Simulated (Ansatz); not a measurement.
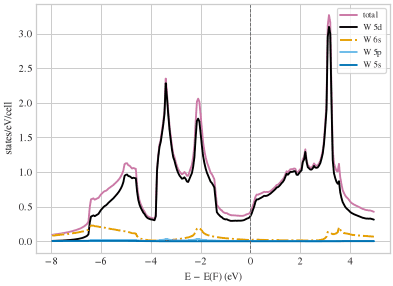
*Total and projected density of states of W (bcc (W type), space group No. 229), plane-wave PAW LDA (Ansatz code)*

Which orbitals carry the states next to the Fermi level?

Within 0.5 eV of the Fermi level: W 5d 87 %, outside the projected shells 8 %. Projections are on Löwdin-orthogonalised atomic valence shells; empty p or d shells of many metals are not among them.

Where is the tallest occupied peak in this window, and what makes it?

Near -3.4 eV, about 2.3 states/eV per cell; the largest projected share is W 5d.

Space group Im-3m (bcc (W type)). Symmetry was held in the LDA relaxation. No spin polarisation was allowed. Spin–orbit coupling is left out wherever it is not named.

Potentials: the later of the program's two PAW sets.
